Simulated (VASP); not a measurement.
Band structure of NiSi2 (fluorite). Calculation: rev-vdW-DF2, VASP's PBE PAW potentials (set 64) (plane waves; VASP).

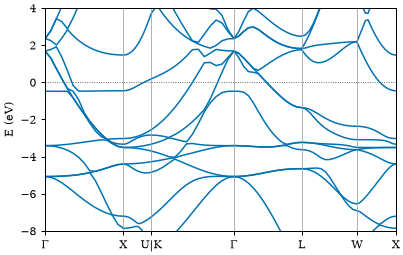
Fig. 1. Bands along high-symmetry lines, zero at the valence-band maximum or, without a gap, the Fermi level

Read the plot: is there a gap, and where are the band edges?

It has no gap at this level: it comes out as a metal or semimetal. (Edges off the drawn lines would not show.)

The compound is NiSi2 in the fluorite structure. It was relaxed first. The run is not spin-polarised, so no magnetic state was tried.
